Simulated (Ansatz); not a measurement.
The starting structures come from a database of crystals and need not be the phases stable at ambient conditions.

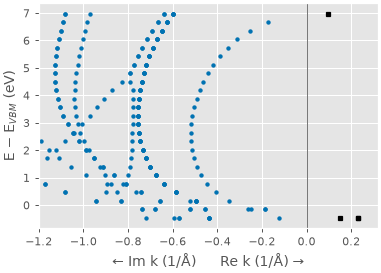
Figure: Complex bands at the centre of the two-dimensional zone; r2SCAN run with Ansatz (a first-principles code)

No gap correction and no spin-orbit coupling; mid-gap values are interpolated between computed energies.

Question: This is Cs$_{4}$KLiGa$_{2}$F$_{12}$ (R-3m, not sure to be the ambient phase, 20 atoms a cell, 18.7 Å³ an atom, -3 GPa at this level) along the normal of (001). Read off the slowest decay at the centre of the two-dimensional zone at 3.56 eV, the computed energy nearest the middle of the gap.

Answer: κ ≈ 0.50 1/Å, a decay length 1/(2κ) of the density of 0.99 Å.
